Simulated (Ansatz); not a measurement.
```xyz
11
charge 0, multiplicity 1
C    -1.2888   -0.4239    0.0142
H    -1.2896   -1.0514    0.8843
H    -1.2543   -1.1081   -0.8813
H    -2.1762    0.1934    0.0069
C    -0.0008    0.3997    0.0001
H     0.0068    1.0743    0.8964
H     0.0070    1.0592   -0.9076
C     1.3091   -0.4220   -0.0109
H     1.2862   -1.0749    0.8778
H     1.2470   -1.0399   -0.8791
H     2.1535    0.1754   -0.0006
```

Geometry: a fixed input geometry, not necessarily a minimum.

What structure does this define?

The molecule is C3H8. SMILES: `CCC`. It has no ring. Coordination: 3 C tetrahedral.

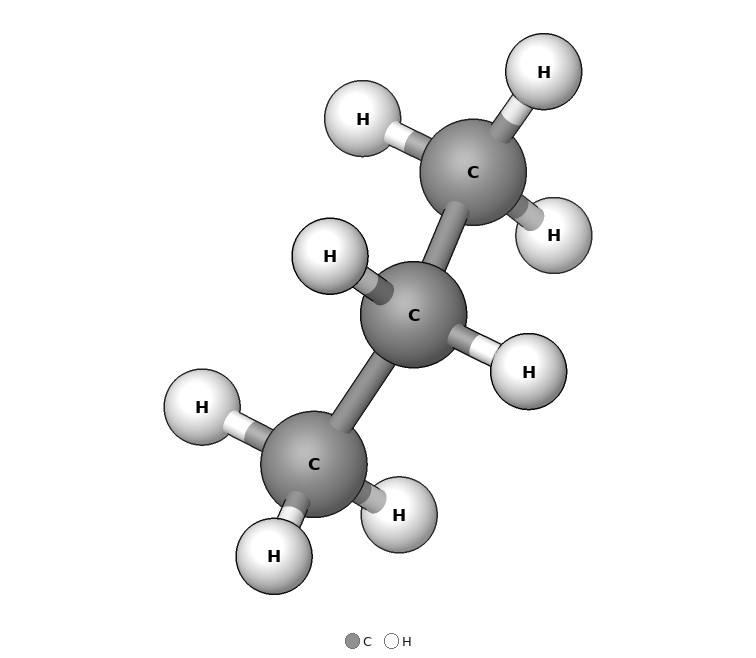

Source: calculation with Ansatz.
